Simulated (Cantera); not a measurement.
Feed: 1 mol NF3, a varied amount of H2O, equilibrated at 2050 °C and 0.133 bar.

Equilibrium computed with Cantera from the NASA thermochemical tables; the gas is ideal and each condensed phase is pure. Candidate condensed phases: H2O; 40 gas species. Kinetics and transport are ignored.

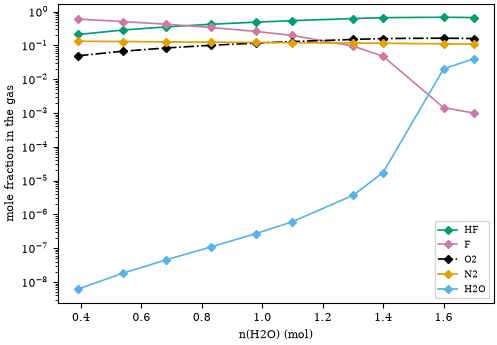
Equilibrium gas composition (values under 1e-9 drawn at 1e-9)

From 0.39 mol H2O to 1.7 mol H2O nothing is condensed.
